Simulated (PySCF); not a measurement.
# C₂H₈BNO: electronic excitations at several levels of theory, part 2 of 2

PySCF 2.14.0. Atoms count from 0.

## Step 9: TDDFT and polarisability: LC-wPBE/def2-SVPD

The job: settings as JSON, then the geometry in Å.

```
{"job": {"kind": "uv", "xc": "LC-wPBE", "basis": "def2-SVPD", "ip": true}, "charge": 0, "multiplicity": 1}
C      2.393743     0.086547     0.551313
C      1.297098    -0.430886    -0.015909
O      0.445891     0.262227    -0.775934
B     -0.911466    -0.196471    -0.940351
N     -1.724980     0.458016     0.350941
H      3.063890    -0.553174     1.126598
H      2.653006     1.139414     0.416599
H      1.044747    -1.496374     0.113050
H     -1.454708     0.296920    -1.917478
H     -1.068934    -1.409517    -0.816582
H     -2.719361     0.229395     0.329696
H     -1.623590     1.474305     0.335208
H     -1.333822     0.122371     1.233441
```

With the program's defaults for keys left out, this is: TDDFT LC-wPBE/def2-SVPD, vertical, gas phase, core orbitals frozen in the response.

What it wrote:

```text
coarse grid: 10368 points
cycle   1  E = -235.4366964549  dE =  6.223e-01  |g| = 6.334e-01  |ddm| = 4.848e+00
cycle   2  E = -235.4515853456  dE = -1.489e-02  |g| = 6.637e-01  |ddm| = 1.462e+00
cycle   3  E = -235.5283472279  dE = -7.676e-02  |g| = 7.056e-02  |ddm| = 6.337e-01
cycle   4  E = -235.5293411787  dE = -9.940e-04  |g| = 3.100e-02  |ddm| = 1.573e-01
cycle   5  E = -235.5295818640  dE = -2.407e-04  |g| = 8.518e-03  |ddm| = 6.055e-02
cycle   6  E = -235.5296017926  dE = -1.993e-05  |g| = 1.384e-03  |ddm| = 1.837e-02
cycle   7  E = -235.5296027853  dE = -9.926e-07  |g| = 4.758e-04  |ddm| = 6.120e-03
final grid: 98800 points
cycle   8  E = -235.5695014771  dE = -3.101e-05  |g| = 4.322e-03  |ddm| = 6.443e-02
cycle   9  E = -235.5695034396  dE = -1.963e-06  |g| = 3.518e-03  |ddm| = 1.082e-02
cycle  10  E = -235.5695059056  dE = -2.466e-06  |g| = 4.203e-04  |ddm| = 3.825e-03
cycle  11  E = -235.5695059450  dE = -3.938e-08  |g| = 2.178e-04  |ddm| = 1.072e-03
cycle  12  E = -235.5695059569  dE = -1.184e-08  |g| = 7.329e-05  |ddm| = 4.241e-04
cycle  13  E = -235.5695059582  dE = -1.324e-09  |g| = 1.329e-05  |ddm| = 1.488e-04
cycle  14  E = -235.5695059583  dE = -1.280e-10  |g| = 5.006e-06  |ddm| = 6.540e-05
converged SCF energy = -235.5695059583

Static polarisability (au): isotropic 58.140, principal 48.231 51.559 74.629

Singlet excitations
state   eV       nm        f      main configurations
  1   6.3949    193.9   0.01494   H->L 0.73, H->L+2 0.14
  2   6.8072    182.1   0.41192   H->L+3 0.47, H->L+4 0.24, H->L+2 0.14
  3   7.2904    170.1   0.06101   H->L+2 0.55, H->L 0.13, H->L+6 0.08
  4   7.5757    163.7   0.01854   H-1->L 0.84
  5   7.6642    161.8   0.00845   H->L+5 0.31, H->L+3 0.24, H->L+4 0.19
  6   7.9843    155.3   0.00534   H-1->L+3 0.16, H->L+1 0.16, H-1->L+4 0.11
  7   8.0207    154.6   0.00729   H->L+1 0.39, H-1->L+3 0.09, H->L+4 0.08
  8   8.4691    146.4   0.02753   H->L+5 0.36, H->L+1 0.17, H->L+4 0.08
  9   8.6599    143.2   0.03685   H->L+6 0.30, H->L+7 0.25, H->L+4 0.08
 10   8.8588    140.0   0.04307   H-2->L 0.42, H-1->L+1 0.33

Triplet excitations (Tamm-Dancoff, eV): 4.0136 6.2751 7.1180 7.3679
Vertical ionisation energy (delta-SCF) = 8.3787 eV
```

It took 59 s on 1 thread of Intel Xeon Platinum 8259CL at 2.50GHz, shared host; peak memory 0.77 GiB.

Key values: HOMO -8.77 eV, LUMO 1.50 eV; lowest singlet 6.39 eV.

## Step 10: Ultraviolet spectrum: PBE0/6-31G*

The job, as its differences from that of step 9:

```diff
@@ -1,2 +1,2 @@
-{"job": {"kind": "uv", "xc": "LC-wPBE", "basis": "def2-SVPD", "ip": true}, "charge": 0, "multiplicity": 1}
+{"job": {"kind": "uv", "xc": "PBE0", "basis": "6-31G*"}, "charge": 0, "multiplicity": 1}
 C      2.393743     0.086547     0.551313
```

Level: TDDFT PBE0/6-31G*, vertical, gas phase, core orbitals frozen in the response.

What it wrote:

```text
coarse grid: 10368 points
cycle   1  E = -235.5277781101  dE =  4.714e-01  |g| = 6.392e-01  |ddm| = 3.046e+00
cycle   2  E = -235.4522101439  dE =  7.557e-02  |g| = 9.181e-01  |ddm| = 1.538e+00
cycle   3  E = -235.6180228031  dE = -1.658e-01  |g| = 1.446e-01  |ddm| = 9.951e-01
cycle   4  E = -235.6220492930  dE = -4.026e-03  |g| = 5.012e-02  |ddm| = 1.470e-01
cycle   5  E = -235.6225986383  dE = -5.493e-04  |g| = 2.056e-02  |ddm| = 5.935e-02
cycle   6  E = -235.6227127511  dE = -1.141e-04  |g| = 2.771e-03  |ddm| = 2.121e-02
cycle   7  E = -235.6227146179  dE = -1.867e-06  |g| = 7.668e-04  |ddm| = 3.285e-03
final grid: 98800 points
cycle   8  E = -235.5783575865  dE = -2.371e-05  |g| = 8.455e-03  |ddm| = 1.807e-02
cycle   9  E = -235.5783478173  dE =  9.769e-06  |g| = 1.120e-02  |ddm| = 1.449e-02
cycle  10  E = -235.5783734533  dE = -2.564e-05  |g| = 1.457e-03  |ddm| = 8.173e-03
cycle  11  E = -235.5783739337  dE = -4.803e-07  |g| = 2.620e-04  |ddm| = 1.593e-03
cycle  12  E = -235.5783739473  dE = -1.363e-08  |g| = 1.143e-04  |ddm| = 3.015e-04
cycle  13  E = -235.5783739504  dE = -3.146e-09  |g| = 2.812e-05  |ddm| = 1.111e-04
cycle  14  E = -235.5783739506  dE = -1.789e-10  |g| = 8.126e-06  |ddm| = 2.813e-05
converged SCF energy = -235.5783739506

Static polarisability (au): isotropic 46.741, principal 31.329 42.341 66.552

Singlet excitations
state   eV       nm        f      main configurations
  1   5.8571    211.7   0.00855   H->L 0.99
  2   7.2075    172.0   0.41611   H->L+1 0.87
  3   7.3516    168.6   0.00215   H-1->L 0.98
  4   7.7190    160.6   0.00323   H-1->L+1 0.53, H->L+3 0.31
  5   7.7939    159.1   0.02259   H->L+2 0.71, H-1->L+1 0.14, H->L+3 0.12
  6   7.8932    157.1   0.03469   H->L+3 0.36, H->L+2 0.27, H-1->L+1 0.21
  7   8.0986    153.1   0.01573   H->L+4 0.83, H->L+3 0.14
  8   8.4618    146.5   0.03765   H-2->L 0.96
  9   8.8123    140.7   0.01676   H-2->L+1 0.71, H-3->L+1 0.10
 10   8.8982    139.3   0.00209   H->L+5 0.93

Triplet excitations (Tamm-Dancoff, eV): 4.2330 5.7720 7.2313 7.5068
```

It took 8.5 s on 1 thread of Intel Xeon Platinum 8259CL at 2.50GHz, shared host; peak memory 0.49 GiB.

This run: HOMO -5.68 eV, LUMO 1.17 eV; lowest singlet 5.86 eV.

## Step 11: Excited states and response: PBE0/def2-SVP

The job, as its differences from that of step 10:

```diff
@@ -1,2 +1,2 @@
-{"job": {"kind": "uv", "xc": "PBE0", "basis": "6-31G*"}, "charge": 0, "multiplicity": 1}
+{"job": {"kind": "uv", "xc": "PBE0", "basis": "def2-SVP"}, "charge": 0, "multiplicity": 1}
 C      2.393743     0.086547     0.551313
```

Level: TDDFT PBE0/def2-SVP, vertical, gas phase, core orbitals frozen in the response.

What it wrote:

```text
coarse grid: 10368 points
cycle   1  E = -235.2974317778  dE =  4.359e-01  |g| = 6.173e-01  |ddm| = 3.426e+00
cycle   2  E = -235.2191261426  dE =  7.831e-02  |g| = 9.108e-01  |ddm| = 1.657e+00
cycle   3  E = -235.3817926701  dE = -1.627e-01  |g| = 1.391e-01  |ddm| = 1.090e+00
cycle   4  E = -235.3854663209  dE = -3.674e-03  |g| = 5.278e-02  |ddm| = 1.540e-01
cycle   5  E = -235.3861037404  dE = -6.374e-04  |g| = 1.929e-02  |ddm| = 6.309e-02
cycle   6  E = -235.3862059121  dE = -1.022e-04  |g| = 2.809e-03  |ddm| = 2.194e-02
cycle   7  E = -235.3862078692  dE = -1.957e-06  |g| = 7.346e-04  |ddm| = 3.709e-03
final grid: 98800 points
cycle   8  E = -235.4192749505  dE = -2.834e-05  |g| = 8.528e-03  |ddm| = 2.294e-02
cycle   9  E = -235.4192626061  dE =  1.234e-05  |g| = 1.177e-02  |ddm| = 1.557e-02
cycle  10  E = -235.4192903953  dE = -2.779e-05  |g| = 1.514e-03  |ddm| = 9.558e-03
cycle  11  E = -235.4192909299  dE = -5.346e-07  |g| = 2.634e-04  |ddm| = 1.820e-03
cycle  12  E = -235.4192909437  dE = -1.387e-08  |g| = 1.122e-04  |ddm| = 3.165e-04
cycle  13  E = -235.4192909469  dE = -3.114e-09  |g| = 2.685e-05  |ddm| = 1.130e-04
cycle  14  E = -235.4192909470  dE = -1.692e-10  |g| = 6.992e-06  |ddm| = 2.840e-05
converged SCF energy = -235.4192909470

Static polarisability (au): isotropic 49.514, principal 35.417 44.192 68.933

Singlet excitations
state   eV       nm        f      main configurations
  1   5.5267    224.3   0.00843   H->L 0.99
  2   6.9320    178.9   0.01698   H-1->L 0.97
  3   7.0260    176.5   0.33463   H->L+1 0.76, H->L+3 0.16
  4   7.3486    168.7   0.06930   H->L+3 0.53, H->L+4 0.24, H->L+1 0.09
  5   7.4647    166.1   0.01429   H->L+2 0.91
  6   7.5944    163.3   0.02140   H-1->L+1 0.79
  7   7.7448    160.1   0.04644   H->L+4 0.68, H->L+3 0.20
  8   8.0905    153.2   0.04180   H-2->L 0.95
  9   8.1960    151.3   0.00102   H->L+5 0.97
 10   8.6011    144.1   0.01847   H-2->L+1 0.68, H-3->L+1 0.10

Triplet excitations (Tamm-Dancoff, eV): 4.2027 5.4498 6.8293 7.1245
```

Wall time 12 s (1 thread of Intel Xeon Platinum 8259CL at 2.50GHz, shared host); peak memory 0.57 GiB.

In short: HOMO -5.92 eV, LUMO 0.57 eV; lowest singlet 5.53 eV.

## Step 12: Side by side: electronic excitations

Excitations and ground-state properties, with basis size and wall time:

```tsv
run	lowest singlet (eV)	brightest (eV)	f	gap (eV)	α (Å³)	μ (D)	functions	time
LDA/def2-SVPD	4.07	6.26	0.109	4.05	9.48	5.46	167	38 s
PBE/def2-SVPD	3.93	6.48	0.125	3.91	9.35	5.42	167	54 s
B3LYP/def2-SVPD	4.56	6.61	0.182	5.28	9.01	5.46	167	39 s
PBE0/def2-SVPD	4.92	6.83	0.137	5.84	8.89	5.50	167	39 s
BHandHLYP/def2-SVPD	5.54	6.78	0.335	7.39	8.62	5.52	167	38 s
CAM-B3LYP/def2-SVPD	5.41	6.61	0.261	7.81	8.85	5.51	167	44 s
wB97X-D/def2-SVPD	5.81	6.68	0.389	9.37	8.86	5.53	167	41 s
LC-wPBE/def2-SVPD	6.39	6.81	0.412	10.27	8.62	5.58	167	59 s
PBE0/6-31G*	5.86	7.21	0.416	6.85	6.93	5.82	86	8.5 s
PBE0/def2-SVP	5.53	7.03	0.335	6.49	7.34	5.82	110	12 s
```

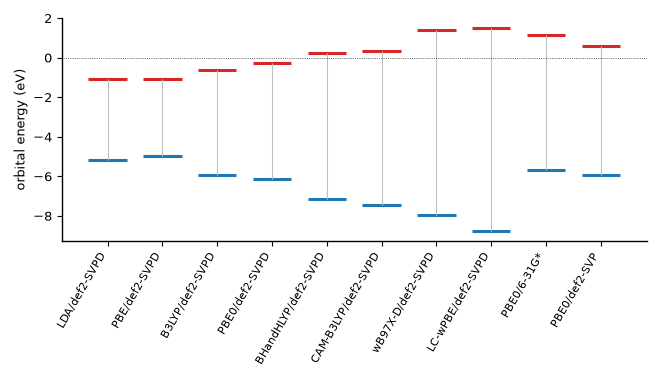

HOMO (blue) and LUMO (red) run by run.

## Step 13: Outcome

The summary covers parts 1 to 2.

```
                                quantity                        value
          lowest singlet (LDA/def2-SVPD)  4.07 eV (304 nm), f = 0.008
brightest single state of those computed  state 7, 6.26 eV, f = 0.109
                          lowest triplet                      4.02 eV
       vertical ionisation energy (ΔSCF)                      8.42 eV
             range of the lowest singlet              3.93 to 6.39 eV
```

In words: Single values in the summary come from the first sound run of each kind (LDA/def2-SVPD), which need not be the best level. The lowest singlet, at 4.07 eV, is HOMO→LUMO 1.00 and is weak; of the 10 states computed, the strongest absorption comes from state 7 at 6.26 eV. The lowest triplet lies 0.05 eV below the lowest singlet (triplets in Tamm-Dancoff, singlets in full TDDFT). The brightest state lies above −ε(HOMO) (5.15 eV), where this functional's continuum begins, so it hangs on the basis. The lowest singlet moves an electron between orbitals on different atoms, a charge-transfer state, which LDA without long-range exact exchange places too low; its energy and rank are unsure. ΔSCF puts the ionisation energy at 8.42 eV, 3.28 eV above −ε(HOMO). The lowest singlet runs from 3.93 eV (PBE/def2-SVPD) to 6.39 eV (LC-wPBE/def2-SVPD), while the orbital gap spans 3.91 to 10.27 eV. The lowest state need not be the same one in every run.
